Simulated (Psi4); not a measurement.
# A workflow on ClF (chlorine monofluoride), part 2 of 2

Psi4 1.11. The steps go on from the part before.

**3. Vibrational wavenumbers at M06-2X/cc-pVDZ (density fitting) (run 2)**

File run.py:

```python
import psi4

psi4.set_memory('1600 MB')
psi4.set_num_threads(1)
psi4.core.set_output_file('psi4.out', False)

molecule = psi4.geometry("""
0 1
F      0.000000     0.000000     0.020980
Cl     0.000000     0.000000     1.670852
""")

psi4.set_options({
    't': 400.0,
    'rotational_symmetry_number': 1,
})

e, wfn = psi4.frequency('m06-2x/cc-pVDZ', return_wfn=True)
print(f'total energy {e:.8f} hartree = {e * 27.211386:.5f} eV')
print('wavenumbers / cm^-1:', wfn.frequencies().np.round(1))
for k in ('ZPVE', 'ENTHALPY', 'GIBBS FREE ENERGY'):
    print(f'{k}: {psi4.variable(k):.8f} Eh')
for k, v in sorted(psi4.core.scalar_variables().items()):
    print(f'{k:45s} {v:18.10f}')
```

The run is started by

```sh
$ python run.py
```

psi4.out, cut to the lines that bear on the results:

```text
[...]
  Running in c2v symmetry.
[...]
  Nuclear repulsion =   49.072966407400088
[...]
  Multiplicity = 1
[...]
  Nalpha       = 13
  Nbeta        = 13
[...]
    Number of basis functions: 32
[...]
   @DF-RKS iter   1:  -559.88843471998564   -2.23281e-01   1.09329e-02 ADIIS/DIIS
[...]
  Running in cs symmetry.
[...]
   @DF-RKS iter  10:  -559.90320714224242   -1.13687e-13   8.11986e-10 DIIS
[...]
  @DF-RKS Final Energy:  -559.90320714224242
   => Energetics <=
    Nuclear Repulsion Energy =             49.0729612813143063
    One-Electron Energy =                -871.8712051498263236
    Two-Electron Energy =                 281.2401644377163734
    DFT Exchange-Correlation Energy =     -18.3451277114466755
    Empirical Dispersion Energy =           0.0000000000000000
    VV10 Nonlocal Energy =                  0.0000000000000000
    Total Energy =                       -559.9032071422424224
[...]
 Multipole Moments:
 ------------------------------------------------------------------------------------
     Multipole            Electronic (a.u.)      Nuclear  (a.u.)        Total (a.u.)
 ------------------------------------------------------------------------------------
 L = 1.  Multiply by 2.5417464519 to convert [e a0] to [Debye]
 Dipole X            :          0.0000000            0.0000000            0.0000000
 Dipole Y            :         -0.0000081            0.0002179            0.0002099
 Dipole Z            :         -0.0176176            0.4768042            0.4591866
 Magnitude           :                                                    0.4591866
[...]
  -Total Gradient:
     Atom            X                  Y                   Z
    ------   -----------------  -----------------  -----------------
       1        0.000000000000     0.000000201857     0.000441628126
       2        0.000000000000     0.000000230451     0.000504187183
[...]
  ==> Harmonic Vibrational Analysis <==
[...]
  Freq [cm^-1]                 830.4571
[...]
  IR activ [km/mol]            16.6525
[...]
  Total E_0, Enthalpy at 0 [K]                                                         -559.90131522 [Eh]
[...]
  Total H, Enthalpy at  400.00 [K]                                                     -559.89668072 [Eh]
[...]
  Total G, Gibbs energy at  400.00 [K]                                                 -559.93128947 [Eh]
[...]
```

Standard output:

```text
total energy -559.90320714 hartree = -15235.74229 eV
wavenumbers / cm^-1: [830.5]
ZPVE: 0.00189192 Eh
ENTHALPY: -559.89668072 Eh
GIBBS FREE ENERGY: -559.93128947 Eh
CURRENT ENERGY                                   -559.9032071422
CURRENT REFERENCE ENERGY                         -559.9032071422
DD SOLVATION ENERGY                                 0.0000000000
DFT FUNCTIONAL TOTAL ENERGY                      -559.9032071422
DFT TOTAL ENERGY                                 -559.9032071422
DFT VV10 ENERGY                                     0.0000000000
DFT XC ENERGY                                     -18.3451277487
ENTHALPY                                         -559.8966807208
ENTHALPY CORRECTION                                 0.0065264214
FINDIF NUMBER                                       5.0000000000
GIBBS FREE ENERGY                                -559.9312894677
GIBBS FREE ENERGY CORRECTION                       -0.0280823255
GRID ELECTRONS ALPHA                               12.9999955077
GRID ELECTRONS BETA                                12.9999955077
GRID ELECTRONS TOTAL                               25.9999910154
NUCLEAR REPULSION ENERGY                           49.0729664074
ONE-ELECTRON ENERGY                              -871.8712152550
PCM POLARIZATION ENERGY                             0.0000000000
PE ENERGY                                           0.0000000000
SCF ITERATION ENERGY                             -559.9032071422
SCF ITERATIONS                                     10.0000000000
SCF TOTAL ENERGY                                 -559.9032071422
THERMAL ENERGY                                   -559.8979474450
THERMAL ENERGY CORRECTION                           0.0052596972
TWO-ELECTRON ENERGY                               281.2401694541
ZERO K ENTHALPY                                  -559.9013152217
ZPVE                                                0.0018919205
```

Wall time 8.7 s (1 thread of Intel Xeon 6975P-C (Granite Rapids), shared host); peak memory 0.36 GiB.

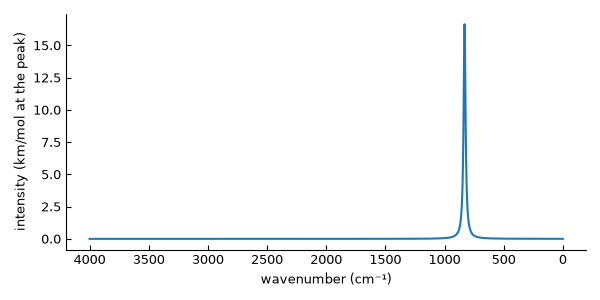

Harmonic infrared spectrum, unscaled, lines broadened by 10 cm⁻¹.

**4. Results**

The summary covers parts 1 to 2.

| quantity | value |
| --- | --- |
| run 1, M06-2X/cc-pVDZ: total energy at the end | -559.90321 Eh |
| run 1, M06-2X/cc-pVDZ: dipole moment | 1.17 D |
| run 1, M06-2X/cc-pVDZ: HOMO energy | -10.84 eV |
| run 1, M06-2X/cc-pVDZ: LUMO energy | -1.53 eV |
| run 1, M06-2X/cc-pVDZ: HOMO–LUMO gap | 9.31 eV |
| run 1, M06-2X/cc-pVDZ: bond length | 1.650 Å |
| run 2, M06-2X/cc-pVDZ: harmonic wavenumber | 830 cm⁻¹ |
| run 2, M06-2X/cc-pVDZ: zero-point energy | 5.0 kJ/mol |
| run 2, M06-2X/cc-pVDZ: ideal-gas entropy at 400 K (symmetry number 1 as used) | 54.3 cal/(mol K) |

The optimisation (run 1, M06-2X/cc-pVDZ) took 4 steps and changed the energy by -0.015 eV. The one mode (run 2, M06-2X/cc-pVDZ) is real, so the shape is a minimum at this level. Experiment gives 0.88 D for the dipole moment (NIST CCCBDB), so the computed value is 0.29 D (33 %) too high.
